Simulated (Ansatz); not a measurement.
```xyz
10

C    -0.6580   -1.3544   -1.1541
C    -0.2882   -0.6958   -0.0623
F    -0.4312   -1.2752    1.1374
C     0.2748    0.6340   -0.0336
C     0.6517    1.3122    1.0424
F     0.5897    0.9162    2.2832
F     1.1565    2.5222    0.9805
H    -1.0717   -2.3503   -1.0831
H    -0.5472   -0.8967   -2.1263
H     0.4066    1.1367   -0.9813
```

Geometry: PBE0-D4/def2-TZVP.

These are results of Ansatz 0.2.0, RKS PBE0-D4/def2-TZVPP, not measurements.

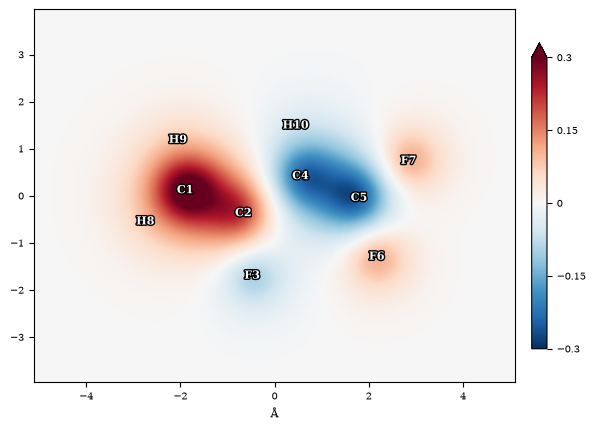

C4H3F3 (SMILES C=C(F)C=C(F)F). One frontier orbital on a plane 0.8 Å above the molecular plane (values in Å⁻³ᐟ²; the overall sign is arbitrary).

### Which orbital is it: HOMO or LUMO?

The HOMO, at −6.93 eV. By Hirshfeld shares it lies mainly on C1 (about 30 %), C5 (about 15 %), C4 (about 15 %) and C2 (about 15 %); it changes sign across the molecular plane (π type); π-bonding across C1–C2 and C4–C5; π-antibonding (a node) across C2–C4.
